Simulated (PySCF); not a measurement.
| atom | x (Å) | y (Å) | z (Å) |
| --- | --- | --- | --- |
| C | -2.3943 | -0.0720 | 0.5774 |
| C | -1.1467 | 0.5846 | 0.0010 |
| C | 0.1024 | -0.2534 | 0.2577 |
| O | 1.2200 | 0.3870 | -0.2839 |
| Si | 2.7721 | -0.0672 | -0.2891 |
| H | -2.2975 | -0.2014 | 1.6531 |
| H | -2.5535 | -1.0502 | 0.1291 |
| H | -3.2697 | 0.5424 | 0.3828 |
| H | -0.9998 | 1.5699 | 0.4472 |
| H | -1.2571 | 0.7218 | -1.0764 |
| H | 0.2454 | -0.3938 | 1.3372 |
| H | -0.0117 | -1.2467 | -0.1963 |
| H | 3.2928 | -0.2156 | 1.0749 |
| H | 2.9536 | -1.3555 | -0.9679 |
| H | 3.3394 | 1.0581 | -1.0111 |

Geometry: GFN2-xTB.

Theory: PySCF 2.14.0, PBE0/pcSseg-1, SCF density, gas phase, non-relativistic.

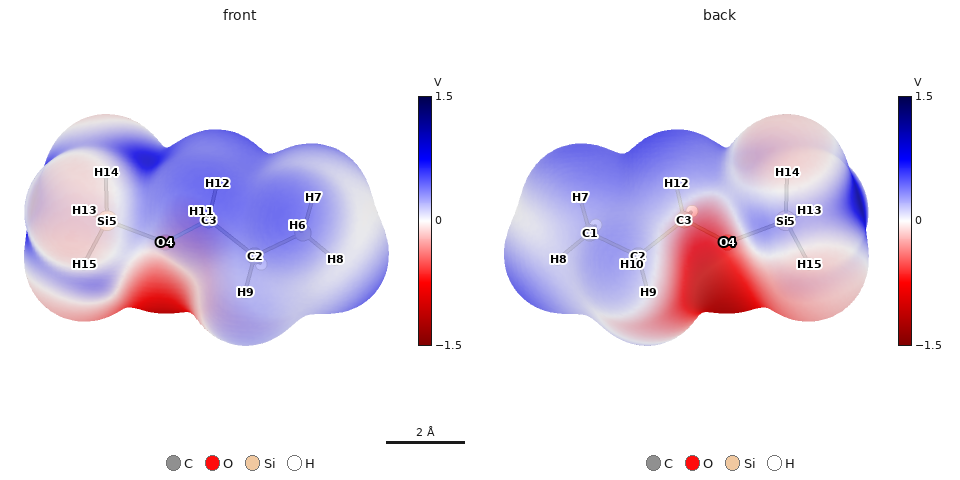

C₃H₁₀OSi. The electrostatic potential painted on the density surface at 0.001 e/bohr³, seen from the front and from behind; red is negative and blue positive.

Question: Where is the surface potential most negative and most positive?

Answer: The most negative region (about −1.2 V) lies over O4, the most positive (about +1.0 V) over Si5. O4 is the likeliest acceptor of a hydrogen bond.
